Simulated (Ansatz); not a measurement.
# How fast states decay through Cd4Te3S, part 2 of 2

A new crystal, Cd4Te3S: structure, gap and complex bands. It is built by putting Cd for Mg, S for Se in the Mg4Te3Se structure of space group P-4m2, with the volume rescaled by atomic radii. The parent structure comes from the Materials Project.

Ansatz 0.2.0; PBE DFT, plane waves, PAW files (the session's first sound run).

So far, gap on path (eV): step 3 (the bulk crystal and its band edges) 0.507. The relaxed cell has a = 4.567, c = 12.826 Å (conventional setting).

The structure was built from a prototype and need not be the compound's stable phase.

**4. Decaying states in the gap**

This step: PBE DFT, plane waves, PAW files; complex bands by layer matching along the plane's normal (Ansatz 0.2.0).

The same crystal is laid in a cell whose first two vectors span the (001) plane (indices of the standard conventional cell, whose axes can be ordered otherwise than in the bulk input). At fixed energy and wavevector in the plane the solver finds all kz, real and complex. A few wavevectors are listed, (0, 0) and (0.5, 0) in units of the plane's reciprocal vectors; the slowest state needn't be among them.

The input, input.yaml:

```yaml
crystal:
  lattice:
    - [4.567345094, 0.0, 0.0]
    - [0.0, 4.567345094, 0.0]
    - [0.0, 0.0, 12.82642479]
  atoms:
    - { symbol: Cd, position: [0.5, 0.0, 0.6026661195] }
    - { symbol: Cd, position: [0.0, 0.5, 0.3973338805] }
    - { symbol: Cd, position: [0.5, 0.0, 0.1330027033] }
    - { symbol: Cd, position: [0.0, 0.5, 0.8669972967] }
    - { symbol: Te, position: [0.5, 0.5, 0.2653801456] }
    - { symbol: Te, position: [0.0, 0.0, 0.0] }
    - { symbol: Te, position: [0.5, 0.5, 0.7346198544] }
    - { symbol: S, position: [0.0, 0.0, 0.5] }
kpoints:
  mp_grid: { grid: [6, 6, 2] }
scf:
  occupations: { method: fixed }
hamiltonian:
  xc: pbe
output:
  eigenvalues: true
  transmission:
    leads: [[0, 0]]
    kpoints: [[0.0, 0.0], [0.5, 0.0]]
    e_range: [-1.0, 1.51]
    de: 0.05
```

Launch:

```sh
> ansatz run input.yaml --threads 2 --pin off --max-ram 4096MiB --backend cpu --events-out ev --progress --plain --runs-dir out
```

Numbers of over 12 decimals in the logs are rounded to 6 here.

The log of the run:

```text
[...]
Crystal: 8 atoms, lattice volume = 267.567 Å³
Basis set: ecut = 420 eV, 5251 PW (Γ)
Bands: 81, of which v1, the nominal top of the filled ones, is band 67 counted from 1 (66 counted from 0)
Symmetry: 8 space group operations
[...]
k-points: 20 of 72
[...]
SCF iter   1: F=—  HF=-54863.642100 eV  |F-HF|=—  |Δ(HF+E_count)|=         —  Δρ=1.27e-3  dr2=1.10e-2  ethr=1.77e-3  ⟨swp⟩=5.0  Hψ=4942  notcnv=0  defer=227
[...]
SCF iter   7: F=-54863.642136 eV  HF=-54863.642136 eV  |F-HF|=3.18e-8  |Δ(HF+E_count)|=   7.56e-7  Δρ=3.95e-6  dr2=3.92e-8  ethr=7.46e-11  ⟨swp⟩=11.7  Hψ=7477  notcnv=0
SCF 1 converged in 7 iterations: F = -54863.642136 eV  dr2 = 3.92e-8
[...]
transmission: 16 of 32 steps passed
transmission: 32 of 32 steps passed
SCF converged after 7 iterations
Free energy (F): -54863.642136 eV
[...]
Internal energy: -54863.642136 eV  (E = F + TS)
E sigma→0 (E₀):  -54863.642136 eV
Fermi energy:    6.696739 eV
[...]
--- Band table (eV; the first three rows and the last of 20) ---
  k-point 0: bands = [... 63 lower, 5.9169, 6.5540, 6.6967, 6.6967, 7.2042, 9.3788, 9.5479, 9.7200, ... 10 higher]
  k-point 1: bands = [... 63 lower, 6.2185, 6.2185, 6.5285, 6.5285, 8.4227, 8.4960, 9.5076, 9.7221, ... 10 higher]
  k-point 2: bands = [... 63 lower, 5.7935, 5.9834, 6.2675, 6.6417, 8.2089, 9.3594, 9.6113, 9.7642, ... 10 higher]
  k-point 19: bands = [... 63 lower, 4.7812, 4.7812, 4.8892, 4.9501, 9.8835, 9.8835, 10.0448, 10.1384, ... 10 higher]
--- Transmission ---
  basis      : 185 plane waves across, 16 finite elements along
  points     : 2, as listed
  energies   : 51 from -1.000000 to 1.500000 eV about the Fermi level, 0.050000 eV apart; the leads are filled to 0.253715 eV, and channels, transmission and decay are at 0.250000 eV
  crystal 0  : Te3Cd4S1, at the sites [0, 0], period 12.8264 Å: whole cells are its period
    offset         : up to 0.0000 Å between an atom of the period and one for which it stands
    channels       : 0.000000e0 a spin
    conductance    : none, the energies end too early or step too widely for 300 K: set another output.transmission.e_range or a lower de, or, where they end at an eighth of basis.ecutwfc, a higher one
    slowest decay  : 0.0504 /Å at (0.0000, 0.0000)
```

Run time: 13 s. Hardware: 2 threads of AMD EPYC 9R45, shared host; peak memory 0.89 GiB; 26 s of CPU time.

Numbers from this step:

```yaml
level_to_which_the_leads_are_filled: 0.2537 eV from the Fermi level
decay_constant_at_the_filling_level_zone_centre: 0.05044 Å⁻¹
decay_constant_at_the_filling_level_slowest_listed_point: 0.0504 Å⁻¹
```

K parallel (0, 0); values up to 1.405 1/Å, a degenerate pair printed once or twice; energies at which all values exceed this have no row. The Im kz of the slowest decaying states by energy, zero at the highest filled level on the SCF mesh:

| energy (eV) | decay 1 (Å⁻¹) | decay 2 (Å⁻¹) | decay 3 (Å⁻¹) | decay 4 (Å⁻¹) |
| --- | --- | --- | --- | --- |
| -1.0000 | 0.0811 | 1.00 | 1.32 | - |
| -0.7500 | 0.965 | 1.31 | - | - |
| -0.5000 | 0.928 | 1.29 | - | - |
| -0.2500 | 0.0674 | 0.890 | 1.27 | - |
| 0.0000 | 0.00235 | 0.0430 | 0.851 | 1.26 |
| 0.2500 | 0.0504 | 0.209 | 0.812 | 1.24 |
| 0.5000 | 0.0108 | 0.277 | 0.771 | 1.22 |
| 0.7500 | 0.322 | 0.729 | 1.20 | - |
| 1.0000 | 0.354 | 0.686 | 1.19 | - |
| 1.2500 | 0.377 | 0.639 | 1.17 | - |
| 1.5000 | 0.393 | 0.590 | 1.15 | - |

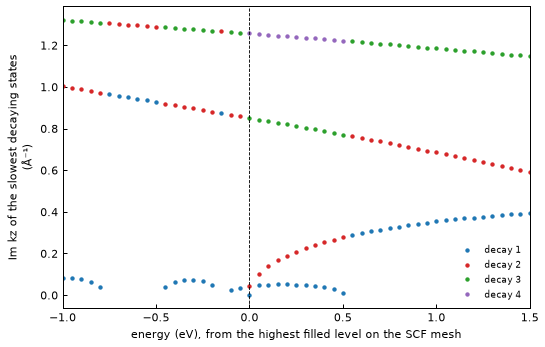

Im kz of the slowest decaying states against energy.

K parallel (0, 0). Table of Re kz of states that move upwards by energy, zero at the highest filled level on the SCF mesh:

| energy (eV) | channel 1 (Å⁻¹) | channel 2 (Å⁻¹) | channel 3 (Å⁻¹) |
| --- | --- | --- | --- |
| -1.000 | -0.189 | - | - |
| -0.800 | -0.153 | - | - |
| -0.600 | -0.116 | 0.140 | 0.140 |
| -0.400 | -0.0782 | - | - |
| -0.200 | -0.0323 | - | - |
| 0.000 | - | - | - |
| 0.200 | - | - | - |
| 0.400 | - | - | - |
| 0.600 | 0.0414 | - | - |
| 0.800 | 0.0826 | - | - |
| 1.000 | 0.118 | - | - |
| 1.200 | 0.151 | - | - |
| 1.400 | 0.185 | - | - |

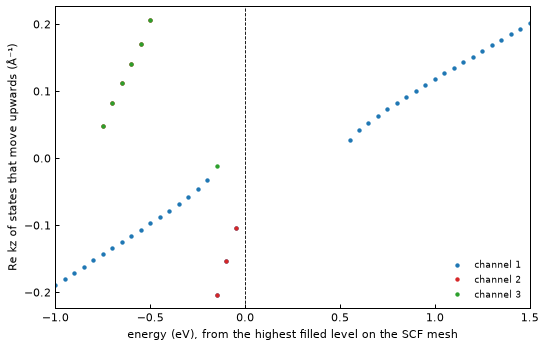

Re kz of states that move upwards, plotted against energy.

K parallel (0.5, 0); values up to 1.405 1/Å, a degenerate pair printed once or twice; energies at which all values exceed this have no row. Im kz of the slowest decaying states against energy, zero at the highest filled level on the SCF mesh:

| energy (eV) | decay 1 (Å⁻¹) | decay 2 (Å⁻¹) | decay 3 (Å⁻¹) | decay 4 (Å⁻¹) |
| --- | --- | --- | --- | --- |
| -1.000 | 0.660 | 0.726 | 1.17 | 1.19 |
| -0.800 | 0.0347 | 0.561 | 0.689 | 1.14 |
| -0.600 | 0.112 | 0.120 | 0.350 | 0.589 |
| -0.400 | 0.157 | 0.159 | 0.392 | 0.626 |
| -0.200 | 0.180 | 0.188 | 0.531 | 0.695 |
| 0.000 | 0.194 | 0.209 | 0.591 | 0.726 |
| 0.200 | 0.202 | 0.223 | 0.625 | 0.743 |
| 0.400 | 0.204 | 0.231 | 0.646 | 0.752 |
| 0.600 | 0.200 | 0.236 | 0.658 | 0.756 |
| 0.800 | 0.191 | 0.236 | 0.666 | 0.757 |
| 1.000 | 0.176 | 0.231 | 0.669 | 0.755 |
| 1.200 | 0.152 | 0.222 | 0.669 | 0.751 |
| 1.400 | 0.115 | 0.208 | 0.667 | 0.745 |

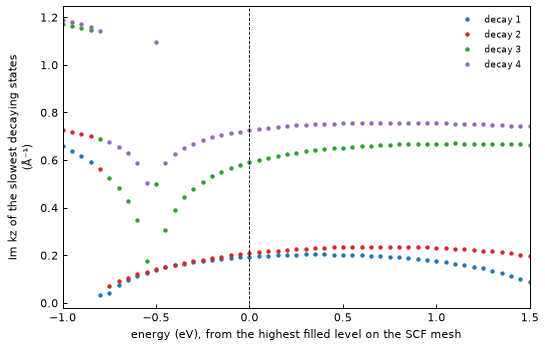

Im kz of the slowest decaying states, plotted against energy.

At the listed wavevectors the last open channel is at -0.05 eV and the next at +0.55 eV on the grid. At +0.25 eV, the grid energy nearest the filling level (the middle of the gap on the SCF mesh), the slowest state at the listed wavevectors decays with κ = 0.0504 Å⁻¹, its amplitude falling by e over 20 Å. Through 1 nm of this crystal that state's transmission falls by exp(−2 × 0.0504 Å⁻¹ × 10 Å) = 0.36.

**5. Decay over the two-dimensional zone**

The listed points could miss the slowest state, so one energy near mid-gap is solved on a mesh of 8×8.

input.yaml, as its differences from that of step 4:

```diff
@@ -22,6 +22,2 @@
   eigenvalues: true
-  transmission:
-    leads: [[0, 0]]
-    kpoints: [[0.0, 0.0], [0.5, 0.0]]
-    e_range: [-1.0, 1.51]
-    de: 0.05
+  transmission: { leads: [[0, 0]], kmesh: [8, 8], e_range: [0.25, 0.26], de: 0.05 }
```

The log of the run:

```text
[...]
Crystal: 8 atoms, lattice volume = 267.567 Å³
Basis set: ecut = 420 eV, 5251 PW (Γ)
Bands: 81, of which v1, the nominal top of the filled ones, is band 67 counted from 1 (66 counted from 0)
Symmetry: 8 space group operations
[...]
k-points: 20 of 72
[...]
SCF iter   1: F=—  HF=-54863.642100 eV  |F-HF|=—  |Δ(HF+E_count)|=         —  Δρ=1.27e-3  dr2=1.10e-2  ethr=1.77e-3  ⟨swp⟩=5.0  Hψ=4942  notcnv=0  defer=227
[...]
SCF iter   7: F=-54863.642136 eV  HF=-54863.642136 eV  |F-HF|=3.18e-8  |Δ(HF+E_count)|=   7.56e-7  Δρ=3.95e-6  dr2=3.92e-8  ethr=7.46e-11  ⟨swp⟩=11.7  Hψ=7477  notcnv=0
SCF 1 converged in 7 iterations: F = -54863.642136 eV  dr2 = 3.92e-8
[...]
transmission: 64 of 400 steps passed
transmission: 128 of 400 steps passed
[...]
transmission: 400 of 400 steps passed
SCF converged after 7 iterations
Free energy (F): -54863.642136 eV
[...]
Internal energy: -54863.642136 eV  (E = F + TS)
E sigma→0 (E₀):  -54863.642136 eV
Fermi energy:    6.696739 eV
[...]
--- Band table (eV; the first three rows and the last of 20) ---
  k-point 0: bands = [... 63 lower, 5.9169, 6.5540, 6.6967, 6.6967, 7.2042, 9.3788, 9.5479, 9.7200, ... 10 higher]
  k-point 1: bands = [... 63 lower, 6.2185, 6.2185, 6.5285, 6.5285, 8.4227, 8.4960, 9.5076, 9.7221, ... 10 higher]
  k-point 2: bands = [... 63 lower, 5.7935, 5.9834, 6.2675, 6.6417, 8.2089, 9.3594, 9.6113, 9.7642, ... 10 higher]
  k-point 19: bands = [... 63 lower, 4.7812, 4.7812, 4.8892, 4.9501, 9.8835, 9.8835, 10.0448, 10.1384, ... 10 higher]
--- Transmission ---
  basis      : 185 plane waves across, 16 finite elements along
  points     : 25, standing for a mesh of 8 x 8
  energies   : 1 from 0.250000 to 0.250000 eV about the Fermi level; the leads are filled to 0.253715 eV, and channels, transmission and decay are at 0.250000 eV
  crystal 0  : Te3Cd4S1, at the sites [0, 0], period 12.8264 Å: whole cells are its period
[...]
channels       : 0.000000e0 a spin
    conductance    : none, crystal 0 has no channel at the energies, or these end too early or step too widely for 300 K: set another output.transmission.e_range or a lower de, or, where they end at an eighth of basis.ecutwfc, a higher one
    slowest decay  : 0.0504 /Å at (0.0000, 0.0000)
```

It took 16 s on 2 threads; peak memory 1 GiB.

This step gave:

```yaml
least_decay_constant_on_the_mesh: 0.0504 Å⁻¹
```

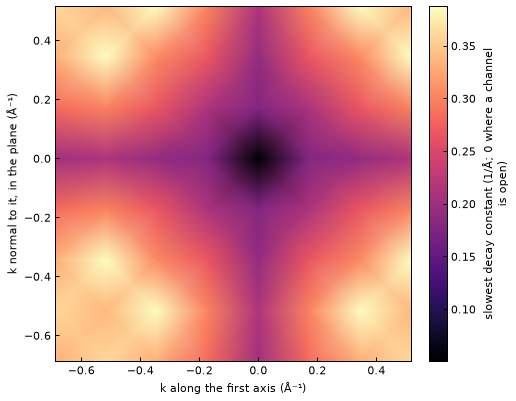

Slowest decay constant (1/Å; 0 where a channel is open) over k1 and k2. At 0.2500 eV from the Fermi level.

The least value on the mesh is 0.0504 Å⁻¹ at +0.25 eV. At that energy the listed points give about 0.0504 Å⁻¹ by interpolation, so the mesh holds no clearly slower state.

**6. A repeat with changed settings**

This step: PBE DFT, plane waves, PAW files; complex bands by layer matching along the plane's normal; changed: crystal.symmetry = {"detect": false}, hamiltonian.pseudopotentials = {"kind": "nc"} (Ansatz 0.2.0).

This run repeats an earlier one, its twin (the complex run, plane (001)), with two settings changed (crystal.symmetry.detect, hamiltonian.pseudopotentials.kind; files written aside). It is meant to test whether the numerical route changes the result or only the time and how much rests on the atomic datasets. Where the input is shown as a difference, that is against the step before, not the twin.

input.yaml, as its differences from that of step 5:

```diff
@@ -14,2 +14,3 @@
     - { symbol: S, position: [0.0, 0.0, 0.5] }
+  symmetry: { detect: false }
 kpoints:
@@ -20,4 +21,9 @@
   xc: pbe
+  pseudopotentials: { kind: nc }
 output:
   eigenvalues: true
-  transmission: { leads: [[0, 0]], kmesh: [8, 8], e_range: [0.25, 0.26], de: 0.05 }
+  transmission:
+    leads: [[0, 0]]
+    kpoints: [[0.0, 0.0], [0.5, 0.0]]
+    e_range: [-1.0, 1.51]
+    de: 0.05
```

The log of the run:

```text
Engine: ansatz 0.2.0, x86_64-unknown-linux-gnu
Pseudopotentials: kind: nc
Pseudopotential: Cd, nc, valence charge 20, recommended cutoff 1071 eV (normal), Cd.nc.azcp
Pseudopotential: Te, nc, valence charge 16, recommended cutoff 1120 eV (normal), Te.nc.azcp
Pseudopotential: S, nc, valence charge 6, recommended cutoff 770 eV (normal), S.nc.azcp (PseudoDojo's, or run here from an input of PseudoDojo's: the run reads no file of this project's for it)
Functional definition: PBE
  parameter kappa = 0.804
  parameter beta = 0.066725
  exchange = pbe_x(kappa = kappa, mu = beta*pi^2/3)
  correlation = pbe_c(beta = beta)
Error: memory limit exceeded: the `transmission` phase of `transmission` needs 4.06 GiB against the run's memory maximum of 4.00 GiB; largest carriers: transmission 3.66 GiB, unmodelled-tail allowance 0.30 GiB, source scf tables 0.09 GiB, source scf state 0.00 GiB; the layers of output.transmission grow with the square of the cell's cross-section: a lower cutoff or a narrower output.transmission.e_range takes less, and so, most of all in a narrow cell, does a wider de; where no e_range is typed, a fill by count is planned with a gap of 40 thermal energies
with nothing else changed it takes a maximum of at least 4.06 GiB, with nothing to spare, and 4.47 GiB leaves up to a tenth: --max-ram 4.47GiB where that set the maximum, else more of the term that did, and with no share typed, where 4.47 GiB is over 0.88 of the host's memory or its container's limit, a share of 0.88 or more that holds the maximum too (--max-ram-frac F), where one does; The budget is ten elevenths of [...]
`transmission` follows the SCF: where the deck gives it k-points, a mesh or a band count of its own, those are what to reduce (not on a resume, whose deck is fixed)
```

It took 0.18 s on 2 threads; peak memory 0.27 GiB.

The input was rejected at the start.

The program's message: “Error: memory limit exceeded: the `transmission` phase of `transmission` needs 4.06 GiB against the run's memory maximum of 4.00 GiB; largest carriers: transmission 3.66 GiB, unmodelled-tail allowance …”

**7. Outcome**

* band gap: 0.507 eV
* least decay constant at mid-gap, normal to (001): 0.0504 Å⁻¹
* least decay constant on a mesh, normal to (001): 0.0504 Å⁻¹

**Reading.** With PBE, the slowest decay at the wavevectors tried is κ = 0.0504 Å⁻¹, normal to (001). Through such a film the transmission near mid-gap falls as exp(−2κd), a factor of ten every 23 Å. A free electron under a barrier of half the gap would need a mass of 0.038 mₑ to decay at this rate. The compound is made up by substitution; its stability against other phases and against distortions of the cell's symmetry was not tested. A semilocal functional narrows gaps, while spin-orbit coupling, left out here, narrows them in compounds of heavy elements, so the error in κ can go either way.

[Logs are printed without paths, hosts, clocks, repeated set-up lines and the standing remarks that a program may print on its own settings, such as how far it seeks lower states.]

[Hosts, paths, dates, database ids (printed as entryN), source tags and the programs' standing remarks are cut or masked in the printed files.]

[New means built here by substitution; the compound itself may be known and measured.]
